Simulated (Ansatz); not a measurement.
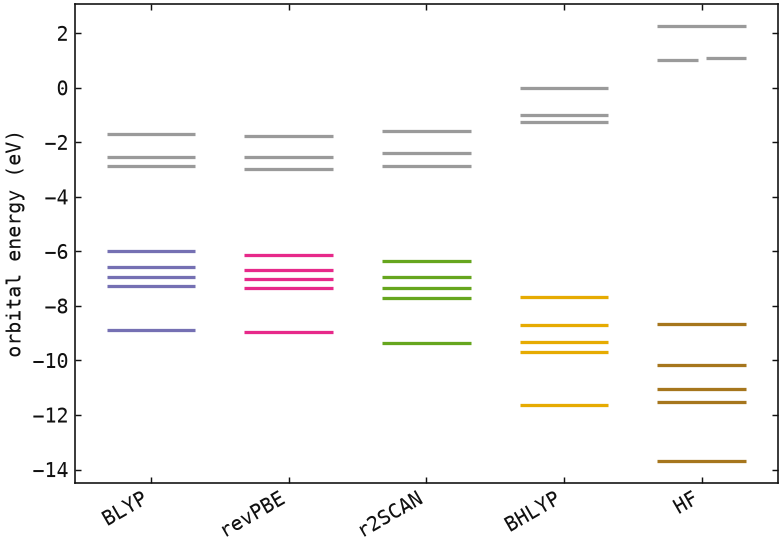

Frontier orbital energies of GaB₂SiH₅, SMILES [GaH2][B]1B[SiH2]1, singlet at one geometry, def2-TZVPP, the Ansatz code, at a PBE0-D4/def2-TZVP geometry (a minimum by its frequencies). Empty levels are grey, levels within 0.1 eV stand side by side; all columns show the same few orbitals around the gap.

**Compare the HOMO-LUMO separations.**

The separation grows from 3.11 eV (BLYP) to 9.70 eV (HF).

| level | HOMO (eV) | LUMO (eV) | separation (eV) |
| --- | --- | --- | --- |
| BLYP | −5.98 | −2.86 | 3.11 |
| revPBE | −6.13 | −2.97 | 3.16 |
| r2SCAN | −6.36 | −2.88 | 3.48 |
| BHLYP | −7.67 | −1.24 | 6.44 |
| HF | −8.67 | 1.03 | 9.70 |

Limits of at least one run: empty levels above zero depend strongly on the basis; no scalar relativity up to krypton.
